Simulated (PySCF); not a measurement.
C6H15OPSi

```xyz
24

C    -0.0975   -3.0051    0.8219
C     0.3099   -1.7555    0.6709
P    -0.1246   -0.8357   -0.8159
C    -0.3667   -1.9021   -2.1171
C    -1.6490    0.0714   -0.4456
Si   -1.6029    1.3076    1.0063
C     1.1338    0.5753   -0.6507
O     0.9828    1.1968    0.5969
C     1.7578    2.3586    0.7485
H    -0.6563   -3.4879    0.0358
H     0.1226   -3.5879    1.7027
H     0.8760   -1.2273    1.4272
H    -0.6993   -1.3725   -3.0079
H     0.5200   -2.5018   -2.3131
H    -1.9390    0.5756   -1.3706
H    -2.3922   -0.7076   -0.2631
H    -3.0338    1.4604    1.3340
H    -0.9637    0.7796    2.2036
H    -1.1710    2.6341    0.5691
H     0.9624    1.2860   -1.4787
H     2.1515    0.1659   -0.7731
H     1.5142    3.1017   -0.0204
H     2.8272    2.1249    0.6895
H     1.5263    2.7653    1.7312
```

Geometry: GFN2-xTB.

Level of theory: PySCF, PBE0/pcSseg-1, SCF density, gas phase, non-relativistic.

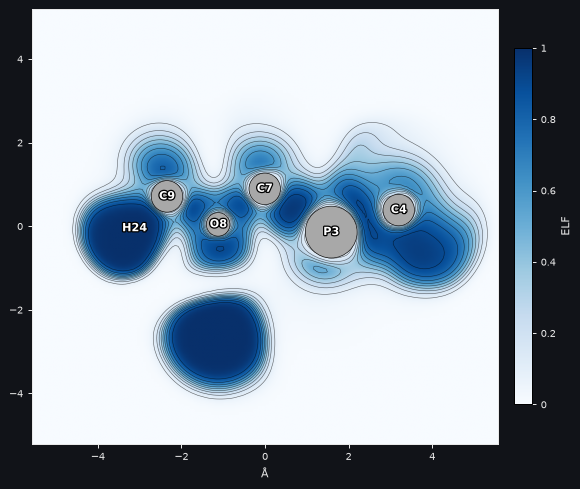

Figure 1. Electron localisation function on the plane of atoms C4, P3 and C7. Grey discs cover the atomic cores.

**Describe what can be read from this map.**

- The section cuts through P, C, O and H sites.
- C–O (1.40 Å): the ELF peaks at about 0.90 between the atoms (a shared but strongly polarised pair).
- C–P (1.70 Å): the ELF peaks at about 0.90 between the atoms: localised, covalent bonding.
- C–H (1.09 Å): the ELF climbs to about 1 towards the hydrogen, as it does in any bond to H: an ordinary covalent bond to hydrogen.
- C–P (1.90 Å): the ELF peaks at about 0.95 between the atoms, as expected for localised, covalent bonding.
- The ELF also peaks beside O8, away from the bonds: lone-pair regions.

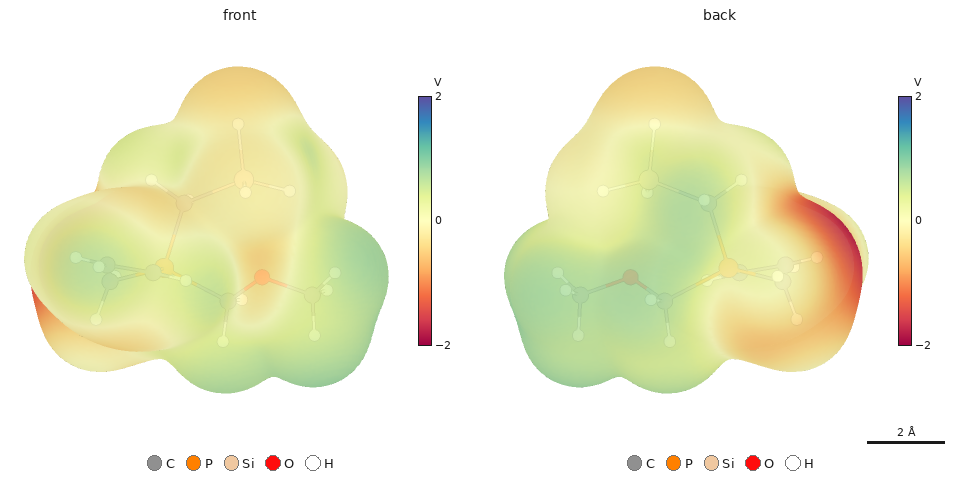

Figure 2. The molecular electrostatic potential painted on the density surface at 0.001 e/bohr³, seen from the front and from behind; the colour scale runs from red (negative) to blue (positive).

**Which sites attract a positive test charge, and which a negative one?**

A positive charge is drawn to the negative regions and a negative charge to the positive ones. The most negative region (about −1.7 V) lies over C4, the most positive (about +0.8 V) over C9, H23 and H24.
